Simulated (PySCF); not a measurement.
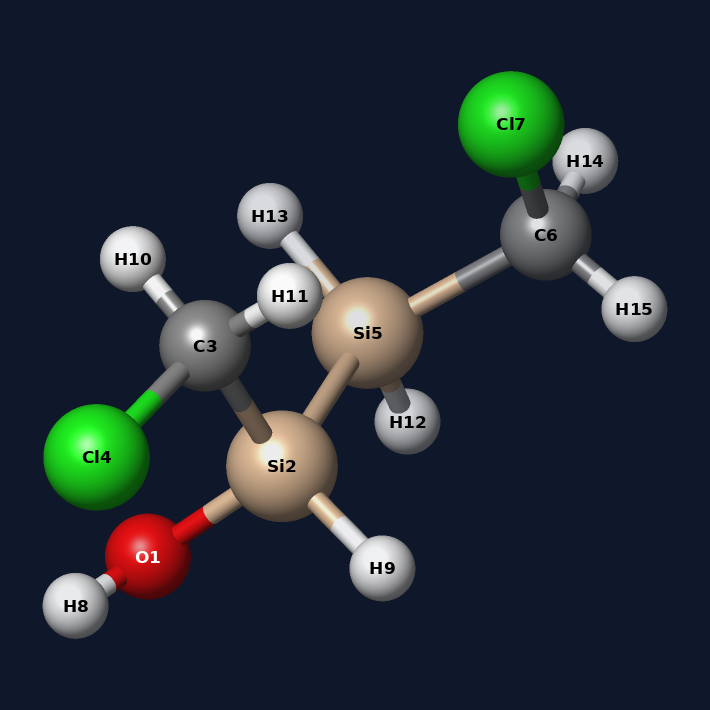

The geometry was computed by an optimisation with GFN2-xTB. No frequency run is at hand to confirm it as a minimum. Electric field gradients from the ground-state density, PBE0/pcSseg-1 (PySCF 2.14.0), non-relativistic apart from any core potentials.

Give the largest field-gradient component, the quadrupole coupling constant and the asymmetry for 17O at O1 (Q = −25.6 mb), 35Cl at Cl4 (Q = −81.7 mb), 35Cl at Cl7 (Q = −81.7 mb), 2H at H8 (Q = 2.86 mb), 2H at H9 (Q = 2.86 mb), 2H at H10 (Q = 2.86 mb), 2H at H11 (Q = 2.86 mb).

```json
{"atom": "O1", "V_zz (a.u.)": "1.506", "e²qQ/h (MHz)": "−9.06", "η": "0.44"}
{"atom": "Cl4", "V_zz (a.u.)": "3.942", "e²qQ/h (MHz)": "−75.7", "η": "0.05"}
{"atom": "Cl7", "V_zz (a.u.)": "3.923", "e²qQ/h (MHz)": "−75.3", "η": "0.03"}
{"atom": "H8", "V_zz (a.u.)": "0.499", "e²qQ/h (MHz)": "0.335", "η": "0.06"}
{"atom": "H9", "V_zz (a.u.)": "0.153", "e²qQ/h (MHz)": "0.103", "η": "0.02"}
{"atom": "H10", "V_zz (a.u.)": "0.310", "e²qQ/h (MHz)": "0.208", "η": "0.08"}
{"atom": "H11", "V_zz (a.u.)": "0.313", "e²qQ/h (MHz)": "0.210", "η": "0.07"}
```

The geometry is semi-empirical. Around Si such bond lengths and angles can be off by a tenth of an ångström or more and by several degrees, and values that hang on the shape move with them.
